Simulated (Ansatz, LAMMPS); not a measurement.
## A vacancy of Si at several sites of amorphous Si (114 atoms)

At which site of amorphous Si (114 atoms) does a vacancy of Si cost least, and what about the site decides it?

Method: Kohn-Sham DFT, LDA, PAW (set soft_2), plane waves, in Ansatz 0.2.0.

## Step 1: The starting structure

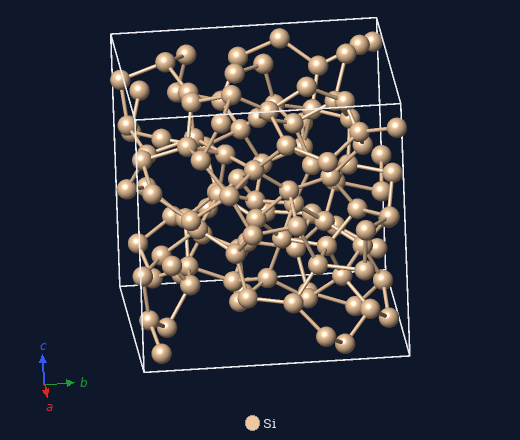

The starting structure, seen slightly off an axis (silicon light orange). Bonds to atoms that aren't drawn are left out. Some periodic images of atoms are drawn too.

The cell holds 114 atoms: 114 Si. Its edges and angles: a = 13.280 Å, b = 13.280 Å, c = 13.280 Å, α = 90.0°, β = 90.0°, γ = 90.0°. 114 atoms (114 Si) placed at random at 2.27 g/cm³, melted at 3500 K for 10 ps at fixed volume with the Tersoff potential (Tersoff, Phys. Rev. B 39, 5566 (1989)). Quenched from 3500 K to 700 K at 10 K/ps and fixed volume, annealed at 1200 K for 20 ps, held 5 ps.

What the set-up can't give: The quench rate of 10 K/ps far exceeds what a furnace or splat quench reaches, so expect more defects and frozen-in strain than in a real sample. The network of bonds at the start is that of the classical potential that made the cell, and needn't be the one that DFT or experiment would give. The Brillouin zone is sampled at Γ only, in a cell whose shortest periodic width is 13 Å.

## Step 2: Single point at the start

A single point comes first, to see the forces before anything moves.

Contents of input.yaml:

```yaml
crystal:
  lattice:
    - [13.2801, 0.0, 0.0]
    - [0.0, 13.2801, 0.0]
    - [0.0, 0.0, 13.2801]
  atoms:
    - { symbol: Si, position: [0.27314, 0.15482, 0.66758] }
    - { symbol: Si, position: [0.56904, 0.65921, 0.10428] }
    - { symbol: Si, position: [0.26028, 0.45382, 0.68212] }
    - { symbol: Si, position: [0.52784, 0.07801, 0.69717] }
    - { symbol: Si, position: [0.3305, 0.4594, 0.25982] }
    - { symbol: Si, position: [0.34997, 0.17377, 0.99618] }
    - { symbol: Si, position: [0.98108, 0.07002, 0.06302] }
    - { symbol: Si, position: [0.5887, 0.97104, 0.40979] }
    - { symbol: Si, position: [0.93771, 0.57532, 0.21523] }
    - { symbol: Si, position: [0.89259, 0.84967, 0.86079] }
    - { symbol: Si, position: [0.39401, 0.85044, 0.00092] }
    - { symbol: Si, position: [0.47498, 0.95104, 0.12493] }
    - { symbol: Si, position: [0.46519, 0.38997, 0.15303] }
    - { symbol: Si, position: [0.47673, 0.00184, 0.54706] }
    - { symbol: Si, position: [0.81268, 0.45549, 0.70795] }
    - { symbol: Si, position: [0.11874, 0.96212, 0.12848] }
    - { symbol: Si, position: [0.0918, 0.62635, 0.97329] }
    - { symbol: Si, position: [0.1253, 0.05342, 0.65119] }
    - { symbol: Si, position: [0.74402, 0.24211, 0.46434] }
    - { symbol: Si, position: [0.61401, 0.33578, 0.55224] }
    - { symbol: Si, position: [0.19305, 0.26554, 0.96673] }
    - { symbol: Si, position: [0.47424, 0.22277, 0.2262] }
    - { symbol: Si, position: [0.87815, 0.67769, 0.34103] }
    - { symbol: Si, position: [0.9856, 0.71908, 0.78155] }
    - { symbol: Si, position: [0.6998, 0.10517, 0.35331] }
    - { symbol: Si, position: [0.85396, 0.0197, 0.32872] }
    - { symbol: Si, position: [0.73917, 0.21343, 0.79082] }
    - { symbol: Si, position: [0.03571, 0.23031, 0.04609] }
    - { symbol: Si, position: [0.4859, 0.63499, 0.77058] }
    - { symbol: Si, position: [0.09221, 0.99237, 0.48674] }
    - { symbol: Si, position: [0.71328, 0.46445, 0.48065] }
    - { symbol: Si, position: [0.45706, 0.42369, 0.97154] }
    - { symbol: Si, position: [0.1757, 0.43867, 0.18055] }
    - { symbol: Si, position: [0.9972, 0.9825, 0.90449] }
    - { symbol: Si, position: [0.72462, 0.38884, 0.16044] }
    - { symbol: Si, position: [0.7585, 0.87695, 0.11205] }
    - { symbol: Si, position: [0.40582, 0.84149, 0.56694] }
    - { symbol: Si, position: [0.77048, 0.38325, 0.99567] }
    - { symbol: Si, position: [0.99289, 0.1198, 0.41205] }
    - { symbol: Si, position: [0.38089, 0.49028, 0.4373] }
    - { symbol: Si, position: [0.33872, 0.54222, 0.96193] }
    - { symbol: Si, position: [0.09918, 0.55096, 0.29413] }
    - { symbol: Si, position: [0.16831, 0.91925, 0.95446] }
    - { symbol: Si, position: [0.98677, 0.85315, 0.50319] }
    - { symbol: Si, position: [0.63342, 0.78633, 0.20701] }
    - { symbol: Si, position: [0.63013, 0.8202, 0.89506] }
    - { symbol: Si, position: [0.18412, 0.69169, 0.57081] }
    - { symbol: Si, position: [0.23893, 0.53194, 0.53322] }
    - { symbol: Si, position: [0.33245, 0.00364, 0.93145] }
    - { symbol: Si, position: [0.9596, 0.42993, 0.50144] }
    - { symbol: Si, position: [0.93155, 0.32852, 0.94204] }
    - { symbol: Si, position: [0.49419, 0.24434, 0.9198] }
    - { symbol: Si, position: [0.88404, 0.40877, 0.22782] }
    - { symbol: Si, position: [0.00689, 0.10013, 0.77159] }
    - { symbol: Si, position: [0.04042, 0.31365, 0.19993] }
    - { symbol: Si, position: [0.2289, 0.32234, 0.36674] }
    - { symbol: Si, position: [0.38997, 0.22411, 0.38792] }
    - { symbol: Si, position: [0.39473, 0.67456, 0.06729] }
    - { symbol: Si, position: [0.69672, 0.11652, 0.06599] }
    - { symbol: Si, position: [0.06696, 0.81288, 0.20975] }
    - { symbol: Si, position: [0.13715, 0.76356, 0.87136] }
    - { symbol: Si, position: [0.5929, 0.50837, 0.20222] }
    - { symbol: Si, position: [0.98264, 0.69017, 0.09021] }
    - { symbol: Si, position: [0.62215, 0.95653, 0.02574] }
    - { symbol: Si, position: [0.91055, 0.60167, 0.50875] }
    - { symbol: Si, position: [0.12099, 0.44919, 0.4381] }
    - { symbol: Si, position: [0.85566, 0.06666, 0.65261] }
    - { symbol: Si, position: [0.02871, 0.47247, 0.88854] }
    - { symbol: Si, position: [0.50806, 0.87683, 0.27807] }
    - { symbol: Si, position: [0.00914, 0.70874, 0.60592] }
    - { symbol: Si, position: [0.40137, 0.74553, 0.34714] }
    - { symbol: Si, position: [0.46757, 0.79486, 0.8427] }
    - { symbol: Si, position: [0.65209, 0.21287, 0.21324] }
    - { symbol: Si, position: [0.44713, 0.34241, 0.50334] }
    - { symbol: Si, position: [0.31354, 0.58089, 0.79034] }
    - { symbol: Si, position: [0.69672, 0.0459, 0.7337] }
    - { symbol: Si, position: [0.73243, 0.52492, 0.91056] }
    - { symbol: Si, position: [0.94669, 0.34872, 0.6579] }
    [... 30 atom lines left out ...]
    - { symbol: Si, position: [0.27217, 0.80219, 0.45618] }
    - { symbol: Si, position: [0.12616, 0.19653, 0.30889] }
    - { symbol: Si, position: [0.57686, 0.49553, 0.83164] }
    - { symbol: Si, position: [0.24478, 0.72674, 0.73771] }
    - { symbol: Si, position: [0.24462, 0.97631, 0.39673] }
    - { symbol: Si, position: [0.32462, 0.64077, 0.22202] }
kpoints:
  mp_grid: { grid: [1, 1, 1] }
hamiltonian:
  xc: lda
scf:
  occupations: { method: fermi_dirac, width: 0.025 }
output:
  forces: true
```

Run with:

```console
ansatz run input.yaml --threads 4 --pin off --max-ram 8192MiB --backend cpu --events-out ev --progress --plain --runs-dir out
```

Numbers of over 12 decimals in the logs are rounded to 6 here.

Output:

```text
Engine: ansatz 0.2.0, x86_64-unknown-linux-gnu
Pseudopotentials: kind: paw
Pseudopotential: Si, paw, valence charge 4, recommended cutoff 420 eV (normal), Si.paw.azcp
[... 3 lines on functional and potentials left out ...]
Crystal: 114 atoms, lattice volume = 2342.092 Å³
Basis set: ecut = 420 eV, 45817 PW (Γ)
Bands: 342, of which v1, the nominal top of the filled ones, is band 228 counted from 1 (227 counted from 0)
Symmetry: 1 space group operations
Space group: P1 (ITA 1), of the structure as read, at distance tolerance 1.3e-4 Å
k-points: 1
[... 4 lines on functional and potentials left out ...]
Initial density: superposition of atomic densities (neutral atoms: chi_scale 0, normalization atom), corrected by the library's trained network
Initial wavefunctions: pseudopotential atomic-orbital guess
Functional: x = slater, c = lda
SCF iter   1: F=—  HF=-69353.720297 eV  |F-HF|=—  |Δ(HF+E_count)|=         —  Δρ=5.24e-3  dr2=1.81e0  ethr=1.77e-3  ⟨swp⟩=6.0  Hψ=1591  notcnv=0  defer=59
preconditioner: auto → Resta (q_TF=auto, 2.077 Å⁻¹)  ε∞=5.8  [insulator: Δε(μ)=0.165 eV  Ē_g=7.503 eV  σ=0.025 eV  W_gap=0.93  n_scr=364 (ndim 8)  ℏωp=16.4 eV  f_vac=0.001  D(μ)=6.20/eV (n_scr^D=18)  ε∞_Penn≈5.8]
SCF iter   2: F=—  HF=-69353.486736 eV  |F-HF|=—  |Δ(HF+E_count)|=   2.34e-1  Δρ=2.68e-3  dr2=2.61e-1  ethr=3.96e-4  ⟨swp⟩=1.0  Hψ=394  notcnv=0  defer=85
SCF iter   3: F=—  HF=-69353.434483 eV  |F-HF|=—  |Δ(HF+E_count)|=   5.23e-2  Δρ=5.75e-4  dr2=8.29e-3  ethr=5.72e-5  ⟨swp⟩=4.0  Hψ=498  notcnv=0  defer=18
automatic band count: iteration 3 solves 264 bands in place of 342: the levels show a gap, and the empty bands left out lie too high to hold charge; the band table lists the bands solved (type scf.n_extra_bands for more)
SCF iter   4: F=—  HF=-69353.433174 eV  |F-HF|=—  |Δ(HF+E_count)|=   1.31e-3  Δρ=1.11e-4  dr2=6.98e-4  ethr=1.82e-6  ⟨swp⟩=3.0  Hψ=498  notcnv=0  defer=18
SCF iter   5: F=—  HF=-69353.433131 eV  |F-HF|=—  |Δ(HF+E_count)|=   4.31e-5  Δρ=3.32e-5  dr2=8.73e-5  ethr=1.53e-7  ⟨swp⟩=3.0  Hψ=452  notcnv=0  defer=18
SCF iter   6: F=—  HF=-69353.432882 eV  |F-HF|=—  |Δ(HF+E_count)|=   2.50e-4  Δρ=1.13e-5  dr2=1.50e-5  ethr=1.91e-8  ⟨swp⟩=3.0  Hψ=504  notcnv=0  defer=18
SCF iter   7: F=—  HF=-69353.432882 eV  |F-HF|=—  |Δ(HF+E_count)|=   1.08e-7  Δρ=3.66e-6  dr2=2.01e-6  ethr=3.28e-9  ⟨swp⟩=3.0  Hψ=417  notcnv=0  defer=18
SCF iter   8: F=—  HF=-69353.432882 eV  |F-HF|=—  |Δ(HF+E_count)|=   4.22e-8  Δρ=1.12e-6  dr2=1.58e-7  ethr=4.41e-10  ⟨swp⟩=2.0  Hψ=278  notcnv=0  defer=18
SCF iter   9: F=-69353.432882 eV  HF=-69353.432882 eV  |F-HF|=6.96e-9  |Δ(HF+E_count)|=  4.95e-10  Δρ=3.57e-7  dr2=1.28e-8  ethr=2.19e-11  ⟨swp⟩=4.0  Hψ=771  notcnv=0
SCF 1 converged in 9 iterations: F = -69353.432882 eV  dr2 = 1.28e-8
  greatest PAW one-centre occupation: 0.685 electrons in one spin orbital (limit 2), on the Si atom at site 17 (counted from 0), in its partial waves of l = 0
SCF converged after 9 iterations
Free energy (F): -69353.432882 eV
Harris-Foulkes:  -69353.432882 eV  (|F-HF|=6.96e-9)
Internal energy: -69353.380002 eV  (E = F + TS)
E sigma→0 (E₀):  -69353.406442 eV
Entropy (-TS):   -0.052880 eV (-0.464 meV/atom)
Fermi energy:    5.923928 eV
--- Per-component energies (eV) ---
  E_band       = 350.203936
  E_kinetic    = 4570.262855
  E_local      = -3920.202831  (includes V_loc(G=0)·N_el)
  E_nonlocal   = 3066.392587
  E_hartree    = 1147.859886
  E_xc         = -6230.961308
  E_vxc        = -5349.750176  (∫ρ·V_xc dr)
  E_paw        = -55402.919103  (= ΣΔE_a)
  E_vpaw       = -312.218751  (= ΣTr[D̂ρ^β])
  E_aug_tail   = 0.000671  (compensation charges beyond the density's cutoff)
  E_ewald      = -12593.426462
  E_core_change = 9.613702  (= ΣΔE_core)
  E_smearing   = -0.052880  (= −TS)
  E_closure    = -0.000000  (closes the sum)
  Σ components = -69353.432882   (vs F -69353.432882, Δ=0.00e0)
--- Forces (eV/Å), atoms counted from 1 ---
  atom   1  Si    -0.58364200    -1.45539730     0.33565256
  atom   2  Si     0.25625168    -0.47417227     0.18522771
  atom   3  Si     0.28365045    -0.49752382     0.73646997
  atom   4  Si     0.09522084     0.24670707     0.00060466
  atom   5  Si     1.01101938     0.23016163     0.10093001
  atom   6  Si    -0.76622353    -0.86281396     0.42071985
  atom   7  Si     0.71278352    -1.72255935    -0.11397408
  atom   8  Si    -0.79351488     0.42057167     0.11830570
  atom   9  Si     0.48506240    -0.26219178     0.54502386
  atom  10  Si    -0.63807750    -0.19504884    -1.00634711
  atom  11  Si     0.26016104    -0.67120877    -0.01251519
  atom  12  Si    -0.36872132    -0.19506088    -0.16827428
  atom  13  Si    -0.52009544     0.60318449     0.66754730
  atom  14  Si     0.32171096     0.14263936    -0.75667676
[...]
atom 113  Si    -0.28939026    -0.85108022     0.89218923
  atom 114  Si    -0.26933983     0.19568789     0.65380183
  max |Σ_I F_I| component: 8.18e-5 eV/Å
```

Run time: 11 s. Hardware: 4 threads of Intel Xeon Platinum 8559C (Emerald Rapids), shared host; peak memory 2.3 GiB; 42 s of CPU time.

The column dr2 measures how far the density is from self-consistency, as an energy; F and HF (Harris–Foulkes) agree once it is small.

The r.m.s. force at the start is 0.59 eV/Å.

## Step 3: Relaxation

With the cell held, the atoms are moved downhill towards a nearby minimum.

Contents of input.yaml:

```yaml
crystal:
  lattice:
    - [13.2801, 0.0, 0.0]
    - [0.0, 13.2801, 0.0]
    - [0.0, 0.0, 13.2801]
  atoms:
    [... the 114 atom lines of step 2 ...]
kpoints:
  mp_grid: { grid: [1, 1, 1] }
hamiltonian:
  xc: lda
scf:
  occupations: { method: fermi_dirac, width: 0.025 }
output:
  forces: true
relax:
  f_tol: 0.05
  max_steps: 120
```

Output:

```text
[...]
Crystal: 114 atoms, lattice volume = 2342.092 Å³
Basis set: ecut = 420 eV, 45817 PW (Γ)
Bands: 342, of which v1, the nominal top of the filled ones, is band 228 counted from 1 (227 counted from 0)
Symmetry: 1 space group operations
[...]
k-points: 1
[...]
SCF iter   1: F=—  HF=-69353.720297 eV  |F-HF|=—  |Δ(HF+E_count)|=         —  Δρ=5.24e-3  dr2=1.81e0  ethr=1.77e-3  ⟨swp⟩=6.0  Hψ=1591  notcnv=0  defer=59
[...]
SCF iter   5: F=—  HF=-69353.432881 eV  |F-HF|=—  |Δ(HF+E_count)|=   5.17e-5  Δρ=3.34e-5  dr2=8.27e-5  ethr=1.74e-7  ⟨swp⟩=3.0  Hψ=450  notcnv=0  defer=96
SCF iter   6: F=-69353.432872 eV  HF=-69353.432882 eV  |F-HF|=1.02e-5  |Δ(HF+E_count)|=   1.20e-6  Δρ=1.13e-5  dr2=1.49e-5  ethr=1.37e-8  ⟨swp⟩=3.0  Hψ=803  notcnv=0
SCF 1 converged in 6 iterations: F = -69353.432872 eV  dr2 = 1.49e-5
[...]
relax step   1: F+E_penalty+E_count = -69353.43287151 eV  Δ(F+E_penalty+E_count) = +0.000e0 eV  max|allowed force component| = 1.723e0 eV/Å  Δτ_max = 0.0000 Å  (6 SCF iters, dr2 threshold 6.25e-5 eV, accepted)
[...]
relax step   2: F+E_penalty+E_count = -69358.65335436 eV  Δ(F+E_penalty+E_count) = -5.220e0 eV  max|allowed force component| = 7.574e-1 eV/Å  Δτ_max = 0.1995 Å  (6 SCF iters, dr2 threshold 1.00e-4 eV, accepted)
[...]
relax step   3: F+E_penalty+E_count = -69360.14644897 eV  Δ(F+E_penalty+E_count) = -1.493e0 eV  max|allowed force component| = 3.347e-1 eV/Å  Δτ_max = 0.1977 Å  (6 SCF iters, dr2 threshold 3.59e-5 eV, accepted)
relax step   4: F+E_penalty+E_count = -69360.58307856 eV  Δ(F+E_penalty+E_count) = -4.366e-1 eV  max|allowed force component| = 2.110e-1 eV/Å  Δτ_max = 0.2000 Å  (6 SCF iters, dr2 threshold 2.17e-5 eV, accepted)
relax step   5: F+E_penalty+E_count = -69360.69421429 eV  Δ(F+E_penalty+E_count) = -1.111e-1 eV  max|allowed force component| = 1.542e-1 eV/Å  Δτ_max = 0.1940 Å  (6 SCF iters, dr2 threshold 8.69e-6 eV, accepted)
relax step   6: F+E_penalty+E_count = -69360.59442204 eV  Δ(F+E_penalty+E_count) = +9.979e-2 eV  max|allowed force component| = 3.321e-1 eV/Å  Δτ_max = 0.2000 Å  (6 SCF iters, dr2 threshold 9.45e-6 eV, rejected (line search))
relax step   7: F+E_penalty+E_count = -69360.73944047 eV  Δ(F+E_penalty+E_count) = -4.523e-2 eV  max|allowed force component| = 6.243e-2 eV/Å  Δτ_max = 0.0698 Å  (7 SCF iters, accepted)
[...]
relax step   8: F+E_penalty+E_count = -69360.74289924 eV  Δ(F+E_penalty+E_count) = -3.459e-3 eV  max|allowed force component| = 3.070e-2 eV/Å  Δτ_max = 0.0194 Å  (6 SCF iters, accepted)
SCF converged after 6 iterations
Free energy (F): -69360.742899 eV
[...]
Internal energy: -69360.738409 eV  (E = F + TS)
E sigma→0 (E₀):  -69360.740654 eV
Entropy (-TS):   -0.004491 eV (-0.039 meV/atom)
Fermi energy:    5.906817 eV
[...]
Σ components = -69360.742899   (vs F -69360.742899, Δ=0.00e0)
--- Forces (eV/Å), atoms counted from 1 ---
  atom   1  Si    -0.00129337    -0.00490703    -0.00792910
  atom   2  Si     0.00133345    -0.00373757    -0.00563821
  atom   3  Si    -0.00096583    -0.00093991     0.00255172
  atom   4  Si     0.00102978     0.00262669    -0.00166903
[...]
atom 114  Si    -0.00095753     0.00102630     0.00694021
  max |Σ_I F_I| component: 1.57e-4 eV/Å
--- Relaxed structure (8 steps of the walk, 7 accepted, 0 SCFs on fresh bases) ---
  F+E_penalty+E_count = -69360.74289924 eV   max|allowed force component| = 3.070e-2 eV/Å
  atoms:
    - { symbol: Si, position: [0.271275, 0.141384, 0.660905] }
    - { symbol: Si, position: [0.579848, 0.661212, 0.105243] }
    - { symbol: Si, position: [0.253010, 0.444653, 0.693483] }
    - { symbol: Si, position: [0.523076, 0.074259, 0.699046] }
[...]
- { symbol: Si, position: [0.330511, 0.663332, 0.224582] }
```

It took 74 s on 4 threads; peak memory 2.3 GiB.

The relaxation converged after 8 steps, 7.31 eV below its start, with a largest force component of 0.031 eV/Å.

## Step 4: Single point at the relaxed geometry

One more single point at the end of the walk gives the fuller output and checks the residual forces.

Contents of input.yaml:

```yaml
crystal:
  lattice:
    - [13.2801, 0.0, 0.0]
    - [0.0, 13.2801, 0.0]
    - [0.0, 0.0, 13.2801]
  atoms:
    - { symbol: Si, position: [0.27128, 0.14138, 0.66091] }
    - { symbol: Si, position: [0.57985, 0.66121, 0.10524] }
    - { symbol: Si, position: [0.25301, 0.44465, 0.69348] }
    - { symbol: Si, position: [0.52308, 0.07426, 0.69905] }
    - { symbol: Si, position: [0.3479, 0.4911, 0.26345] }
    - { symbol: Si, position: [0.32779, 0.15762, 0.00257] }
    [... 102 atom lines left out ...]
    - { symbol: Si, position: [0.27857, 0.80875, 0.44969] }
    - { symbol: Si, position: [0.10878, 0.18333, 0.29923] }
    - { symbol: Si, position: [0.58992, 0.48523, 0.83068] }
    - { symbol: Si, position: [0.24679, 0.7236, 0.7426] }
    - { symbol: Si, position: [0.23731, 0.97689, 0.40317] }
    - { symbol: Si, position: [0.33051, 0.66333, 0.22458] }
kpoints:
  mp_grid: { grid: [1, 1, 1] }
hamiltonian:
  xc: lda
scf:
  occupations: { method: fermi_dirac, width: 0.025 }
output:
  forces: true
  stress: true
  populations: true
  dos:
    method: { smearing: { sigma: 0.15 } }
    de: 0.1
    projected: { site_lists: { Si: [Si] } }
  eigenvalues: true
  write_density: true
  write_potential: true
  volumetric_format: npy
```

Output:

```text
[...]
Crystal: 114 atoms, lattice volume = 2342.092 Å³
Basis set: ecut = 420 eV, 45817 PW (Γ)
Bands: 342, of which v1, the nominal top of the filled ones, is band 228 counted from 1 (227 counted from 0)
Symmetry: 1 space group operations
[...]
k-points: 1
[...]
SCF iter   1: F=—  HF=-69361.007209 eV  |F-HF|=—  |Δ(HF+E_count)|=         —  Δρ=4.95e-3  dr2=1.46e0  ethr=1.77e-3  ⟨swp⟩=6.0  Hψ=1585  notcnv=0  defer=60
[...]
SCF iter   8: F=-69360.742896 eV  HF=-69360.742896 eV  |F-HF|=8.96e-9  |Δ(HF+E_count)|=   2.92e-8  Δρ=6.07e-7  dr2=2.57e-8  ethr=2.19e-11  ⟨swp⟩=19.0  Hψ=3000  notcnv=0
SCF 1 converged in 8 iterations: F = -69360.742896 eV  dr2 = 2.57e-8
[...]
SCF converged after 8 iterations
Free energy (F): -69360.742896 eV
[...]
Internal energy: -69360.738406 eV  (E = F + TS)
E sigma→0 (E₀):  -69360.740651 eV
Entropy (-TS):   -0.004490 eV (-0.039 meV/atom)
Fermi energy:    5.906836 eV
[...]
--- Forces (eV/Å), atoms counted from 1 ---
  atom   1  Si    -0.00162042    -0.00428082    -0.00838366
  atom   2  Si     0.00126608    -0.00381174    -0.00557354
  atom   3  Si    -0.00063487     0.00040537     0.00295290
  atom   4  Si     0.00028539     0.00234000    -0.00259205
  atom   5  Si     0.00073672     0.00344038    -0.00328607
  atom   6  Si     0.00658610    -0.00472462     0.01084540
  atom   7  Si     0.00351300    -0.00831387     0.00280763
  atom   8  Si    -0.00051379     0.00158371    -0.00135475
  atom   9  Si    -0.00211807    -0.00180028     0.00369754
  atom  10  Si    -0.00104004     0.00000313    -0.00330206
  atom  11  Si     0.00090635    -0.00320895     0.00194836
  atom  12  Si     0.00263720    -0.00035170    -0.00193560
  atom  13  Si     0.00051864    -0.00882407    -0.00194461
  atom  14  Si     0.00512760     0.00266329    -0.00364381
[...]
atom 113  Si    -0.00202790    -0.00138163     0.00079593
  atom 114  Si    -0.00091934     0.00078093     0.00750117
  max |Σ_I F_I| component: 1.42e-4 eV/Å
--- Stress (GPa, compression-positive) ---
       -1.299476       0.197256       0.700749
        0.197256      -4.767275       0.032877
        0.700749       0.032877      -1.661519
  P = ⅓ Tr σ = -2.5761 GPa (-25.761 kbar)
--- Band table (eV) ---
[...]
--- Löwdin populations: 114 sites ---
  site symbol       q [e]
     0     Si      3.9737
     1     Si      3.9602
     2     Si      3.9651
[...]
113     Si      3.9828
  spilling = 0.011062 (of n_electrons = 456.000000)
```

It took 22 s on 4 threads; peak memory 2.3 GiB; 79 s of CPU time.

Read from the output:

| Property | Result |
| --- | --- |
| free energy | -69360.7429 eV |
| free energy per atom | -608.4276 eV/atom |
| SCF cycles | 8 |
| pressure | -2.576 GPa |
| r.m.s. force component | 0.00597 eV/Å |
| longest force | 0.04006 eV/Å |
| Fermi energy | 5.907 eV |
| gap (highest filled to lowest empty level) | 0.2522 eV |
| spilling of the projection | 0.01106 |

(Continued in part 2 of 3.)

[Logs are printed without paths, hosts, clocks, repeated set-up lines and the standing remarks that a program may print on its own settings, such as how far it seeks lower states.]

[Hosts, paths, dates, database ids (printed as entryN), source tags and the programs' standing remarks are cut or masked in the printed files.]
